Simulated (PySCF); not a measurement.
# F4Ge: the cost of one run

The runs use PySCF 2.14.0, with density-fitted response routines of our own; the level of theory stands in each step. All values are computed, except where a source is named. Atoms count from 0, in the outputs and in this text.

## (1) The molecule as given

5 atoms, charge 0, multiplicity 1; geometry from: GFN2-xTB.

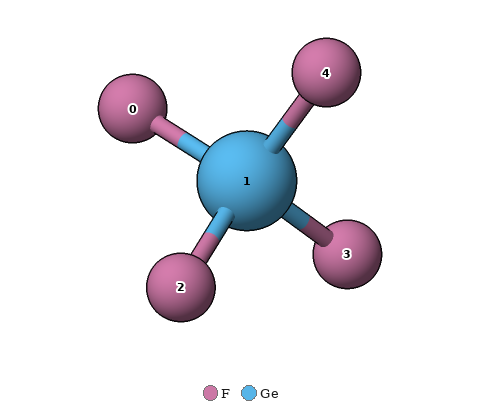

The starting geometry (fluorine pink, germanium blue), atoms numbered.

## (2) Optimising the geometry at PBE0-D3(BJ)/def2-SVP

Job settings and geometry (Å):

```
{"job": {"xc": "PBE0", "basis": "def2-SVP", "d3": "d3bj", "grid": 1, "kind": "geom"}, "charge": 0, "multiplicity": 1}
F      1.275220    -1.082340    -0.094130
Ge     0.003330     0.001080    -0.007420
F      0.606680     1.561390    -0.007270
F     -1.007060    -0.205350    -1.324880
F     -0.860920    -0.269070     1.399330
```

Launch:

```bash
OMP_NUM_THREADS=1 python probes_run.py task.json out
```

The driver reads the jobs from task.json and runs them one after another.

Q: Estimate the wall time and peak memory of this first job on 1 thread of Arm Neoverse V2, shared host.

About 6.9 s, with a peak of 0.35 GiB.
